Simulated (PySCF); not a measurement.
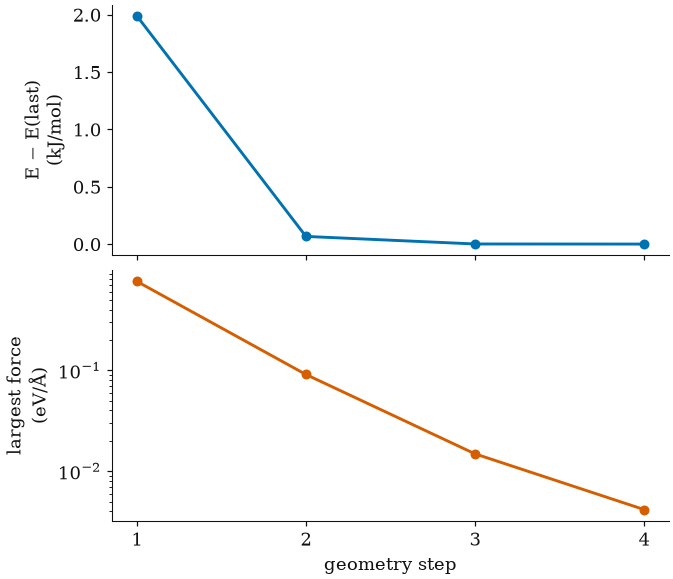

History of a geometry optimisation.

System: C$_{4}$H$_{9}$Cl (SMILES CCCCCl).
Method: PBE0-D3(BJ)/def2-SVP, geometry optimisation (PySCF 2.14.0, density fitting).

Q: How did it end, and what did it gain?

A: The optimisation met its thresholds at geometry 4, counting the start as the first. The energy fell by about 2 kJ/mol from the first step to the last. The largest force goes from about 0.76 eV/Å at the start to 4 × 10⁻³ eV/Å at the end.
